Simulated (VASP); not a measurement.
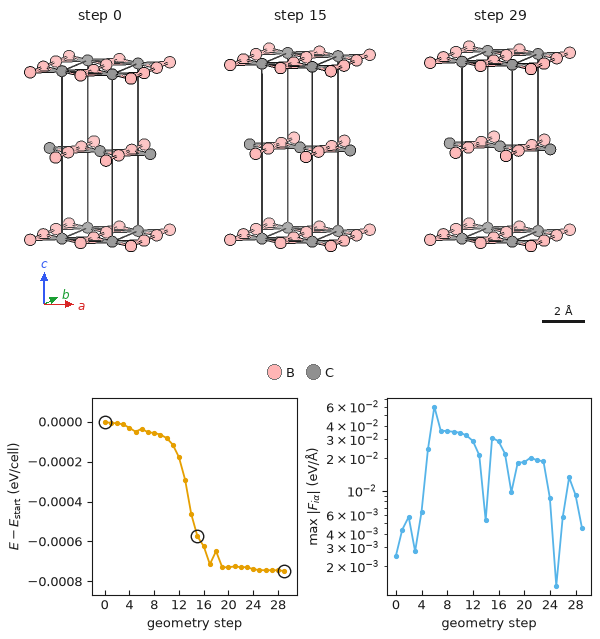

Frames of a relaxation of a crystal of B₂C (a generated structure, set up in Immm), marked on the history of the run. Style: ball-and-stick. Shown: the conventional cell (2 times the calculation's cell), slightly off an axis. Lengths and directions refer to the drawn axes.

The run lets cell and atoms move.

Method: Kohn-Sham DFT of a periodic cell, PBE, VASP PAW PBE potentials, recommended (VASP).

The input:
```
SYSTEM = B2C
PREC = Accurate ; ENCUT = 520
EDIFF = 1E-7 ; ISMEAR = 0
SIGMA = 0.1 ; LREAL = .False.
LASPH = .True. ; NELM = 120
ALGO = Normal ; ISIF = 3
LWAVE = .False. ; LCHARG = .False.
GGA = PE ; IBRION = 2
NSW = 60 ; EDIFFG = -0.005
POTIM = 0.3 ; KPAR = 4
```

Launched with:
```bash
cat potpaw_PBE.64/B/POTCAR potpaw_PBE.64/C/POTCAR > POTCAR
mpirun -np 4 vasp_std > vasp.out
```

### What happens along the run?

No atom moves by more than 0.005 Å relative to the cell. Cell: a 2.576 → 2.575 Å (0.0 %), b 3.428 → 3.430 Å (0.0 %), c 8.103 → 8.562 Å (+5.7 %). Volume +5.7 %. The space group stays Immm (No. 71). Over 29 geometry steps the energy falls by 0.7 meV per cell of the calculation. The largest force component goes from 0.0025 to 0.0045 eV/Å. Pressure: 0.10 GPa at the start and 0.00 GPa at the end. From step 0 to 15: volume +4.4 %, energy −0.6 meV per cell of the calculation. From step 15 to 29: volume +1.3 %, energy −0.2 meV per cell of the calculation.

Limits of the set-up: layers or molecules are held without a dispersion correction, so their spacing is unreliable.
